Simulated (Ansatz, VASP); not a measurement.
# Cross-check of Si2Sb between VASP and Ansatz, part 2 of 2

Wanted: the spread between two codes on one cell, functional and k mesh. The cell is invented: As first built, before any earlier steps moved the atoms (in the runner's words): it takes the YSi2 structure with some of its atoms replaced by other elements, volume scaled by an estimate. It may not be a known or stable phase. The cell is taken from a series of VASP runs on this material, whose earlier steps may have relaxed, scaled or displaced it; both programs get it as it stands. Other levels of theory on this material are compared in a session of their own. Valence electrons are named where the data sets of a main pair hold unlike numbers.

VASP 6.6.1 and Ansatz 0.2.0.

So far: The structure; Ansatz: band structure, HSE06, spin-orbit coupling.

### Step 3. VASP: band structure, HSE06, spin-orbit coupling

Level of this step: HSE06, spin-orbit coupling; plane waves and PAW (Sb, Si); invented cell (VASP).

The same cell, functional, mesh and smearing now go to VASP, with its own data sets.

Lines of VASP's logs that name or quote its potential files are left out, and so is its time.

The run reads the wave functions of an earlier VASP run, which isn't shown here.

The input, INCAR:

```
SYSTEM = Si2Sb
PREC = Accurate
ENCUT = 400
EDIFF = 1E-06
NELM = 100
ISMEAR = 0
SIGMA = 0.02
LREAL = .FALSE.
ALGO = Normal
LHFCALC = .TRUE.
AEXX = 0.25
GGA = PE
HFSCREEN = 0.2
LASPH = .TRUE.
LNONCOLLINEAR = .TRUE.
MAGMOM = 0 0 0 0 0 0 0 0 0
NBANDS = 24
GGA_COMPAT = .FALSE.
LSORBIT = .TRUE.
PRECFOCK = Fast
LORBIT = 11
LWAVE = .FALSE.
LCHARG = .FALSE.
KPAR = 4
```

The input, POSCAR:

```
Si2Sb
1.0
    4.0565899002      0.0000000000      0.0000000000
   -2.0282949501      3.5131099905      0.0000000000
    0.0000000000      0.0000000000      4.4065027854
Sb Si
1 2
Direct
    0.0000000000      0.0000000000      0.0000000000
    0.3333333300      0.6666666700      0.5000000000
    0.6666666700      0.3333333300      0.5000000000
```

The input, KPOINTS:

```
Automatic mesh
0
Gamma
4 4 3
0 0 0
```

The input, KPOINTS_OPT:

```
Line mode
6
Line-mode
Reciprocal
  0.00000000   0.00000000   0.00000000 GAMMA
  0.50000000   0.00000000   0.00000000 M

  0.50000000   0.00000000   0.00000000 M
  0.33333333   0.33333333   0.00000000 K

  0.33333333   0.33333333   0.00000000 K
  0.00000000   0.00000000   0.00000000 GAMMA

  0.00000000   0.00000000   0.00000000 GAMMA
  0.00000000   0.00000000   0.50000000 A

  0.00000000   0.00000000   0.50000000 A
  0.50000000   0.00000000   0.50000000 L

  0.50000000   0.00000000   0.50000000 L
  0.33333333   0.33333333   0.50000000 H

  0.33333333   0.33333333   0.50000000 H
  0.00000000   0.00000000   0.50000000 A

  0.50000000   0.00000000   0.50000000 L
  0.50000000   0.00000000   0.00000000 M

  0.33333333   0.33333333   0.00000000 K
  0.33333333   0.33333333   0.50000000 H
```

PAW data sets: Sb and Si (PBE family, release 64).

Command:

```sh
mpirun -np 4 vasp_ncl
```

Numbers of over 12 decimals in the logs are rounded to 6 here.

What it wrote:

```text
[banner, memory and clock lines left out]
running    4 mpi-ranks, on    1 nodes
 distrk:  each k-point on    1 cores,    4 groups
 distr:  one band on    1 cores,    1 groups

 POSCAR found type information on POSCAR SbSi
 POSCAR found :  2 types and       3 ions
 LDA part: xc-table for (Slater+PW92), standard interpolation
 found WAVECAR, reading the header
 POSCAR, INCAR and KPOINTS ok, starting setup
 FFT: planning ... GRIDC
 FFT: planning ... GRID_SOFT
 FFT: planning ... GRID
 reading WAVECAR
 the WAVECAR file was read successfully
 initial charge from wavefunction
 entering main loop
       N       E                     dE             d eps       ncg     rms          rms(c)
DAV:   1    -0.157415651037E+02   -0.15742E+02   -0.17045E+00   384   0.851E+00    0.129E+01
DAV:   2    -0.157468730519E+02   -0.53079E-02   -0.23343E-02   424   0.133E+00    0.835E+00
DAV:   3    -0.157447953132E+02    0.20777E-02   -0.17555E-03   432   0.278E-01    0.514E+00
DAV:   4    -0.157442236646E+02    0.57165E-03   -0.61237E-04   408   0.144E-01    0.308E+00
DAV:   5    -0.157440750181E+02    0.14865E-03   -0.15179E-04   440   0.695E-02    0.184E+00
DAV:   6    -0.157440444329E+02    0.30585E-04   -0.47440E-05   424   0.376E-02    0.110E+00
DAV:   7    -0.157440473403E+02   -0.29075E-05   -0.16609E-05   440   0.223E-02    0.653E-01
DAV:   8    -0.157440546569E+02   -0.73165E-05   -0.50050E-06   440   0.124E-02    0.387E-01
DAV:   9    -0.157440616594E+02   -0.70026E-05   -0.14280E-06   408   0.683E-03    0.230E-01
DAV:  10    -0.157440664651E+02   -0.48056E-05   -0.42028E-07   240   0.391E-03    0.137E-01
DAV:  11    -0.157440695213E+02   -0.30562E-05   -0.21429E-07   216   0.302E-03    0.812E-02
DAV:  12    -0.157440714528E+02   -0.19315E-05   -0.59986E-08   208   0.181E-03    0.482E-02
DAV:  13    -0.157440726318E+02   -0.11790E-05   -0.19134E-08   208   0.107E-03    0.290E-02
DAV:  14    -0.157440733292E+02   -0.69734E-06   -0.77490E-09   208   0.730E-04
   1 F= -.15744073E+02 E0= -.15744061E+02  d E =-.248027E-04  mag=     0.0000     0.0000     0.0000
 Start KPOINTS_OPT (optional k-point list driver)
k-point batch [1-8\54]
       N       E                     dE             ncg
DAV:   1     0.571567351507E+03   -0.83799E+03      384
DAV:   2     0.237595888780E+03   -0.33397E+03      456
DAV:   3     0.204760722979E+03   -0.32835E+02      464
DAV:   4     0.203943718206E+03   -0.81700E+00      480
DAV:   5     0.203929571363E+03   -0.14147E-01      472
DAV:   6     0.203929301991E+03   -0.26937E-03      472
DAV:   7     0.203929295905E+03   -0.60853E-05      440
DAV:   8     0.203929295702E+03   -0.20320E-06      360
[...]
k-point batch [49-54\54]
       N       E                     dE             ncg
DAV:   1     0.100046238331E+04   -0.19960E+04      288
DAV:   2     0.769680888395E+03   -0.23078E+03      360
DAV:   3     0.751229746481E+03   -0.18451E+02      336
DAV:   4     0.750863358265E+03   -0.36639E+00      320
DAV:   5     0.750857581287E+03   -0.57770E-02      328
DAV:   6     0.750857453444E+03   -0.12784E-03      344
DAV:   7     0.750857449874E+03   -0.35699E-05      320
DAV:   8     0.750857449748E+03   -0.12676E-06      232
```

OUTCAR, selected parts (step 3):

```text
ion  position               nearest neighbor table
   1  0.000  0.000  0.000-   2 3.22   3 3.22   2 3.22   3 3.22   3 3.22   3 3.22   2 3.22   2 3.22
                             3 3.22   3 3.22   2 3.22   2 3.22
   2  0.333  0.667  0.500-   3 2.34   3 2.34   3 2.34   1 3.22   1 3.22   1 3.22   1 3.22   1 3.22
                             1 3.22
   3  0.667  0.333  0.500-   2 2.34   2 2.34   2 2.34   1 3.22   1 3.22   1 3.22   1 3.22   1 3.22
                             1 3.22

  LATTYP: Found a hexagonal cell.
 ALAT       =     4.0565899002
 C/A-ratio  =     1.0862578900

 Subroutine GETGRP returns: Found 24 space group operations
 (whereof 24 operations were pure point group operations)

The static configuration has the point symmetry D_6h.

 Found      8 irreducible k-points:

   k-points           NKPTS =      8   k-points in BZ     NKDIM =     48   number of bands    NBANDS=     24

   dimension x,y,z NGX =    28 NGY =   28 NGZ =   30
   dimension x,y,z NGXF=    56 NGYF=   56 NGZF=   60

   ENCUT  =  400.0 eV  29.40 Ry    5.42 a.u.   6.62  6.62  7.19*2*pi/ulx,y,z

   NELECT =      13.0000    total number of electrons

 k-points in reciprocal lattice and weights: Automatic mesh
   0.00000000  0.00000000  0.00000000       0.021
   0.25000000  0.00000000  0.00000000       0.125
   0.50000000  0.00000000  0.00000000       0.062
   0.25000000  0.25000000  0.00000000       0.125
   0.00000000  0.00000000  0.33333333       0.042
   0.25000000  0.00000000  0.33333333       0.250
   0.50000000  0.00000000  0.33333333       0.125
   0.25000000  0.25000000  0.33333333       0.250

  exchange ACFDT corr.  =         0.00000000  see jH, gK, PRB 81, 115126

 average (electrostatic) potential at core
       1 -81.2967       2 -78.5584       3 -78.5584

 E-fermi :   8.0489

 k-point     1 :       0.0000    0.0000    0.0000
  band No.  band energies     occupation
    ...
     12       6.6162      1.00000
     13       6.9260      1.00000
     14       6.9260      1.00000
     15       7.2417      1.00000
     16       7.2417      1.00000
     17      11.0424      0.00000
     18      11.0424      0.00000
     19      13.1502      0.00000
     20      13.1502      0.00000
     21      13.8039      0.00000
    ...

 k-point     2 :       0.2500    0.0000    0.0000
  band No.  band energies     occupation
    ...
      8       3.3265      1.00000
      9       3.4816      1.00000
     10       3.4816      1.00000
     11       6.1406      1.00000
     12       6.1406      1.00000
     13       8.9831      0.00000
     14       8.9831      0.00000
     15       9.8843      0.00000
     16       9.8843      0.00000
     17      10.0518      0.00000
    ...

 k-point     3 :       0.5000    0.0000    0.0000
  band No.  band energies     occupation
    ...
     12       6.2470      1.00000
     13       6.4786      1.00000
     14       6.4786      1.00000
     15       7.9142      1.00000
     16       7.9142      1.00000
     17       9.9516      0.00000
     18       9.9516      0.00000
     19      11.4212      0.00000
     20      11.4212      0.00000
     21      13.7372      0.00000
    ...

  energy-cutoff  :      400.00
  volume of cell :       62.80
      direct lattice vectors                 reciprocal lattice vectors
     4.056589900  0.000000000  0.000000000     0.246512471  0.142324038  0.000000000
    -2.028294950  3.513109990  0.000000000     0.000000000  0.284648076  0.000000000
     0.000000000  0.000000000  4.406502785     0.000000000  0.000000000  0.226937335

 POSITION                                       TOTAL-FORCE (eV/Angst)
 -----------------------------------------------------------------------------------
      0.00000      0.00000      0.00000        -0.000000      0.000000      0.000000
     -0.00000      2.34207      2.20325         0.000000     -0.000000      0.000000
      2.02829      1.17104      2.20325        -0.000000      0.000000      0.000000
 -----------------------------------------------------------------------------------
    total drift:                                0.000001     -0.000000     -0.000001

  FREE ENERGIE OF THE ION-ELECTRON SYSTEM (eV)
  ---------------------------------------------------
  free  energy   TOTEN  =       -15.7440733292 eV

  energy  without entropy=      -15.7440485265  energy(sigma->0) =      -15.74406093

 Spin-Orbit-Coupling matrix elements
 Ion:    1  E_soc:     -0.1594049
 Ion:    2  E_soc:     -0.0002413
 Ion:    3  E_soc:     -0.0002413

 total charge
# of ion       s       p       d       tot
------------------------------------------
    1        1.257   1.192   0.036   2.484
    2        0.863   0.766   0.000   1.630
    3        0.863   0.766   0.000   1.630
--------------------------------------------------
tot          2.983   2.724   0.036   5.744

 magnetization (x)
# of ion       s       p       d       tot
------------------------------------------
    1        0.000   0.000   0.000   0.000
    2        0.000   0.000   0.000   0.000
    3        0.000   0.000   0.000   0.000
--------------------------------------------------
tot          0.000   0.000   0.000   0.000

 magnetization (y)
# of ion       s       p       d       tot
------------------------------------------
    1       -0.000   0.000   0.000   0.000
    2        0.000   0.000   0.000   0.000
    3        0.000   0.000   0.000   0.000
--------------------------------------------------
tot         -0.000   0.000   0.000   0.000

 magnetization (z)
# of ion       s       p       d       tot
------------------------------------------
    1        0.000   0.000  -0.000   0.000
    2        0.000   0.000   0.000   0.000
    3        0.000   0.000   0.000   0.000
--------------------------------------------------
tot          0.000   0.000  -0.000   0.000

[... 3 further parts left out ...]
```

### Step 4. Comparison

Known differences besides the potentials themselves: spin-orbit coupling enters by fully relativistic files in Ansatz and inside the spheres in VASP; exact exchange at q = 0 is treated differently, which shows on coarse meshes; VASP keeps PBE cores, Ansatz makes them for the functional; the data sets hold 23 valence electrons in Ansatz (on its fully relativistic PAW (standard-fr) files) and 13 in VASP; the cutoff is 420 eV in Ansatz and 400 eV in VASP; VASP takes a coarser grid for exact exchange (PRECFOCK = Fast). Total energies have different zeros and are not compared.

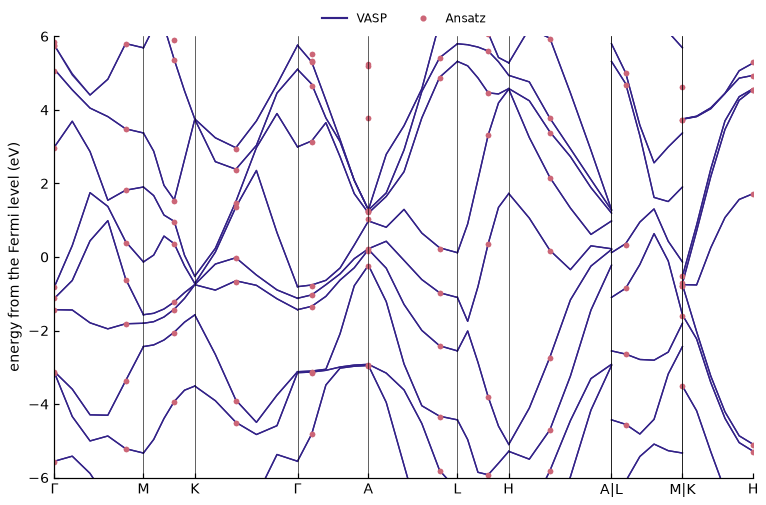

Bands from VASP (lines) and levels from Ansatz (dots). Dots without a line are higher empty bands that the VASP plot leaves out.

Levels from 3 eV below to 2 eV above the Fermi level differ by 22 meV r.m.s. and 44 meV at most; each VASP level is matched to the nearest of Ansatz, which flatters the figure a little.

### Step 5. What came out

| Property | Result |
| --- | --- |
| r.m.s. difference of levels near the Fermi level (band structure, HSE06, spin-orbit coupling) | 22 meV |

In words: The r.m.s. difference of levels near the Fermi level is 22 meV (band structure, HSE06, spin-orbit coupling), within the 80 meV picked in this series as the mark of a large difference. The data sets hold unlike numbers of valence electrons (23 in Ansatz and 13 in VASP), so part of the differences comes from the potentials. 6 further runs of this series are not shown here. How closely two codes agree says nothing of how well the functional describes the real material.

[Lines on the potential files, build, host, timing and source positions are cut from VASP's logs without a mark.]

[Logs are printed without paths, hosts, clocks, repeated set-up lines and the standing remarks that a program may print on its own settings, such as how far it seeks lower states.]

[Hosts, paths, dates, database ids (printed as entryN), source tags and the programs' standing remarks are cut or masked in the printed files.]
